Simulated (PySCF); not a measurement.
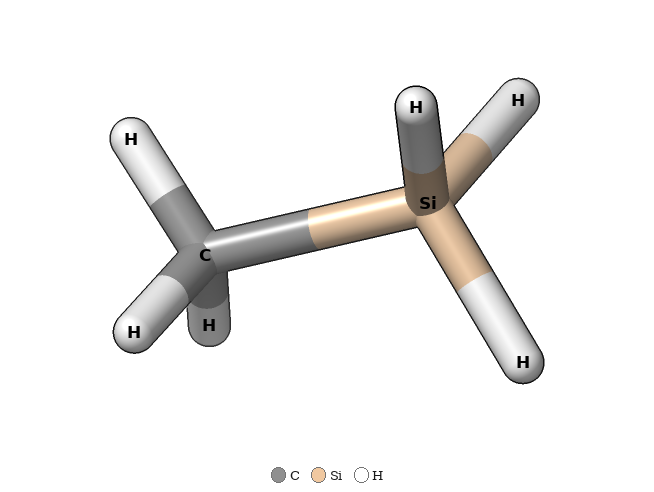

A stick model of a molecule. Every bond is drawn as one stick, whatever its order.

The geometry was computed by an optimisation with GFN2-xTB. No frequency run is at hand to confirm it as a minimum.

> Give the formula.

CH6Si, 8 atoms: 1 carbon, 6 hydrogen and 1 silicon.

> How many atoms are distinct by symmetry?

4: 1 C, 1 Si, 3 H, 3 H.

> Give the symmetry (Schoenflies symbol).

C3v.

More results for the same structure follow; atom numbers are the same in all pictures, views and colours differ.

### Electronic properties

No frequency run is at hand to confirm it as a minimum. Properties computed with PBE0/pcSseg-1, gas phase (PySCF 2.14.0).

Computed properties:

- dipole moment: 0.56 D
- HOMO energy (Kohn–Sham orbital): −9.18 eV
- LUMO energy (Kohn–Sham orbital): 0.94 eV
- HOMO–LUMO gap: 10.12 eV

### Bond orders

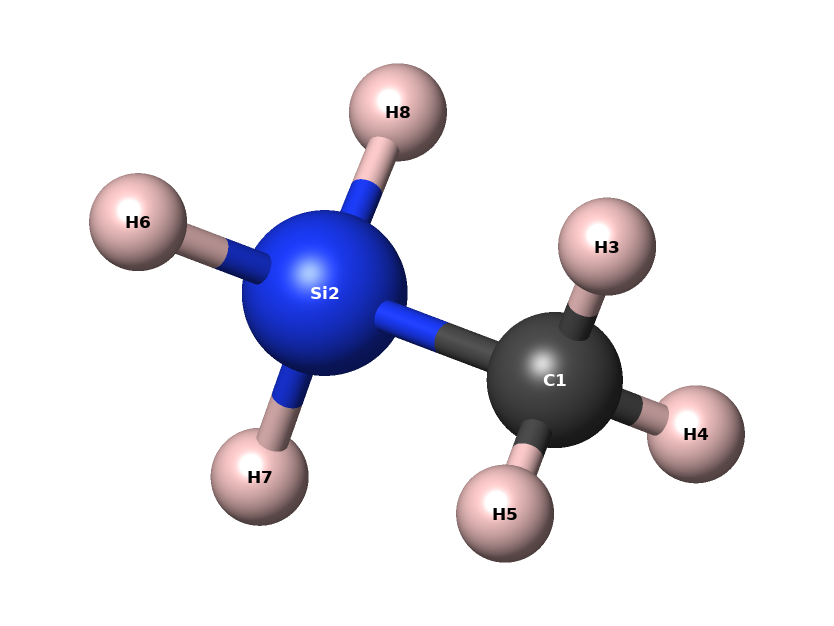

Every bond is drawn as one stick. No frequency run is at hand to confirm it as a minimum. Method: PBE0/pcSseg-1 (PySCF 2.14.0).

List the Mayer bond orders of C1–Si2, C1–H3, Si2–H6 (one bond of each equivalent set).

| bond | Mayer order | length (Å) |
| --- | --- | --- |
| C1–Si2 | 0.96 | 1.896 |
| C1–H3 | 0.96 | 1.087 |
| Si2–H6 | 0.94 | 1.465 |

### Charges

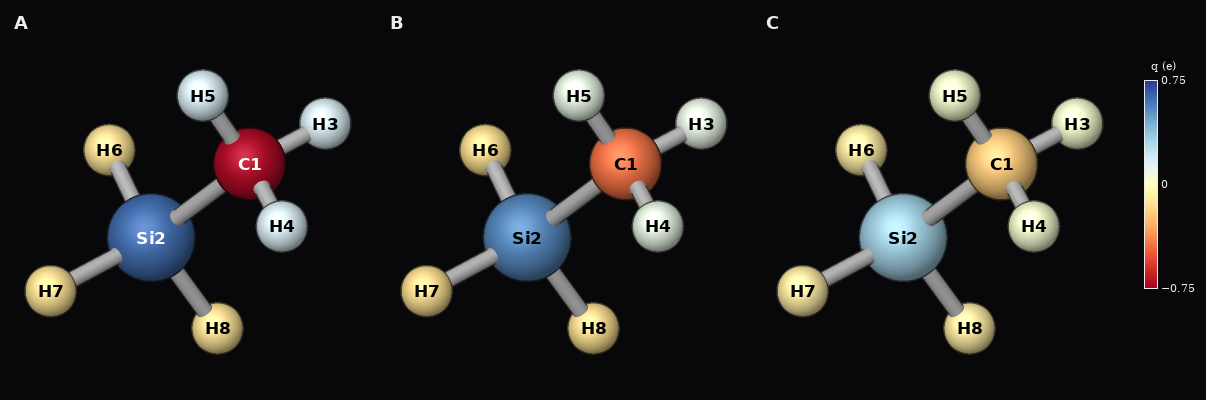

Atomic charges of one calculation by 3 schemes, on one colour scale. No frequency run is at hand to confirm it as a minimum. Method: PBE0/pcSseg-1 (PySCF 2.14.0).

> The schemes are ESP-fitted, Hirshfeld, IAO. Which panel shows which?

A IAO, B ESP-fitted, C Hirshfeld.

List the charges (e), one line for each set of equivalent atoms.

```csv
atom,IAO,ESP-fitted,Hirshfeld
C1,−0.71,−0.43,−0.21
Si2,0.61,0.54,0.32
"H3, H4, H5",0.16,0.10,0.04
"H6, H7, H8",−0.12,−0.14,−0.08
```

The geometry is semi-empirical. Around Si such bond lengths and angles can be off by a tenth of an ångström or more and by several degrees, and values that hang on the shape move with them.
